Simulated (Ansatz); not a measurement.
The relaxed structure here is a generated cell of TePb: the first start was made by placing the elements on the sites of a structure type, and the end was not matched to a known phase here, so it may be hypothetical. Known forms of TePb include space group No. 225.

A relaxed structure of TePb. Space group R3m (No. 160), AFLOW prototype AB_hR6_160_b_b (B13, as in NiS). These are r2SCAN (plane waves to 500 eV, PAW, scalar-relativistic; Ansatz, a program for electronic structure) values and carry that method's errors.

```cif
data_Pb3Te3
_chemical_formula_sum 'Te3 Pb3'
_space_group_name_H-M_alt 'P 1'
_space_group_IT_number 1
_cell_length_a 7.92702
_cell_length_b 7.92702
_cell_length_c 7.92702
_cell_angle_alpha 116.454
_cell_angle_beta 116.454
_cell_angle_gamma 116.454
loop_
_space_group_symop_operation_xyz
  'x, y, z'
loop_
_atom_site_label
_atom_site_type_symbol
_atom_site_fract_x
_atom_site_fract_y
_atom_site_fract_z
_atom_site_occupancy
Te1 Te 0.02940 0.02940 0.70252 1
Te2 Te 0.02940 0.70252 0.02940 1
Te3 Te 0.70252 0.02940 0.02940 1
Pb1 Pb 0.27856 0.27856 0.56837 1
Pb2 Pb 0.27856 0.56837 0.27856 1
Pb3 Pb 0.56837 0.27856 0.27856 1
```

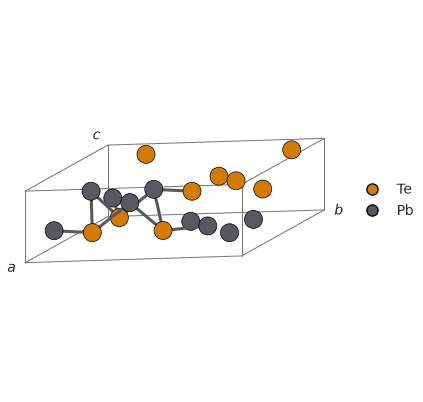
The conventional cell of the relaxed structure

```json
{
 "volume_per_atom": "39.63 Å³",
 "band_gap": "0.57 eV, indirect (valence top at 11 % of the way from Γ to L, conduction bottom at 20 % of the way from P2 to Γ) (no spin-orbit coupling)",
 "smallest_direct_gap": "1.00 eV at or next to P0",
 "shortest_distances": "Pb–Te 3.03 Å",
 "k-mesh": "8×8×8"
}
```

Band energies at high-symmetry points (eV from the VBM; labels of this space group; no spin-orbit coupling), from −5 eV up to 4.0 eV:

| point | energies |
|---|---|
| Γ | -3.91 -3.03 -1.58 -1.42 -1.42 -1.31 -1.31 -0.02 -0.02 2.02 2.02 2.82 3.05 3.06 3.06 3.15 3.15 |
| L | -3.46 -3.22 -2.99 -2.98 -2.30 -2.03 -1.38 -1.03 -0.32 1.35 1.56 1.65 3.42 3.64 3.86 3.99 |
| T | -3.45 -3.45 -3.39 -2.50 -2.50 -1.30 -1.13 -1.13 -0.75 1.44 1.92 2.43 2.43 3.29 3.29 3.30 |
| P0 | -3.37 -3.13 -3.13 -2.80 -2.80 -1.41 -1.13 -1.13 -0.43 0.64 1.53 2.56 2.56 2.88 |
| P2 | -3.37 -3.13 -3.13 -2.80 -2.80 -1.41 -1.13 -1.13 -0.43 0.64 1.53 2.56 2.56 2.88 |
| F | -2.59 -2.48 -2.07 -2.01 -1.54 -1.31 -1.17 -1.06 -0.59 1.73 1.79 2.53 2.65 2.77 3.55 |

No spin polarisation in the result. Without spin-orbit coupling the bands of the heavy element are not split, so the gap can be far off.

The run could not lose the symmetry of its start: the end is stationary, and may be a saddle point rather than a minimum.
